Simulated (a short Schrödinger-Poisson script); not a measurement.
System: MOS inversion layer, SiO2 on p-type Si(110), at 400 K.

| layer | material | thickness (nm) | Na (cm⁻³) |
|---|---|---|---|
| 1 | SiO2 | 2.5 | - |
| 2 | Si | 440 | 4.7e17 |

The device is made up for the run: typed textbook-type constants, with dimensions and the other settings drawn at random. SiO2: permittivity 3.9, conduction-band edge (eV) 3.15, gap (eV) 9, electron mass (mₑ) 0.5. Si: permittivity 11.7, conduction-band edge (eV) 0, gap (eV) 1.124, Nv at 300 K (cm⁻³) 3.1e19.

Channel valleys (confinement mass, in-plane density-of-states mass, number): Δ4 0.315, 0.324, 4; Δ2 0.19, 0.417, 2. At the gate the conduction-band edge of layer 1 lies 3.57 eV − eVg above the Fermi level of the channel; the field vanishes at the back. Gaps are held at their typed values at every temperature. Mesh 0.03 nm at interfaces.

From a short Schrödinger-Poisson script (our own, NumPy): 1D Poisson equation in equilibrium, electrons quantum, Hartree (BenDaniel-Duke, 12 states a valley, the channel's in-plane mass for all, wave functions free to enter the dielectric), parabolic valleys, classical holes, full ionisation, no traps, pinning or gate leakage.

Only gate voltages with over 1e8 electrons/cm² are shown.

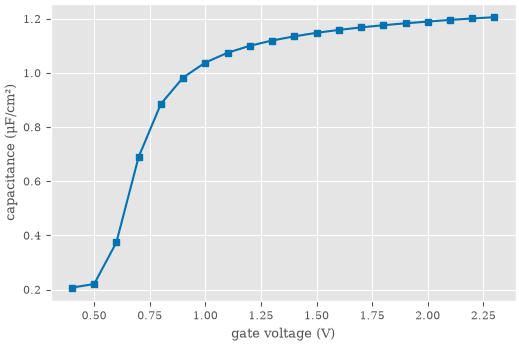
*Quasi-static capacitance against gate voltage*

| Vg (V) | electrons (cm⁻²) | C (μF/cm²) | Δ4 E0 (meV) | Δ4 E1 (meV) | Δ2 E0 (meV) | Δ2 E1 (meV) |
|---|---|---|---|---|---|---|
| 0.4 | 8.44e8 | 0.207 | 360.1 | 440.8 | 375.6 | 470.2 |
| 0.6 | 7.38e10 | 0.374 | 204.9 | 292.8 | 221.6 | 324.7 |
| 0.8 | 8.00e11 | 0.885 | 121.4 | 216.5 | 139.5 | 250.0 |
| 1 | 1.99e12 | 1.04 | 88.5 | 190.7 | 108.3 | 224.9 |
| 1.2 | 3.32e12 | 1.10 | 69.5 | 178.1 | 90.6 | 212.9 |
| 1.4 | 4.71e12 | 1.13 | 56.0 | 170.6 | 78.5 | 205.9 |
| 1.6 | 6.14e12 | 1.16 | 45.5 | 165.7 | 69.2 | 201.3 |
| 1.8 | 7.60e12 | 1.18 | 36.8 | 162.3 | 61.7 | 198.1 |
| 2 | 9.07e12 | 1.19 | 29.4 | 159.8 | 55.3 | 195.8 |
| 2.2 | 1.06e13 | 1.20 | 22.8 | 158.1 | 49.8 | 194.2 |

Subbands count from the Fermi level.
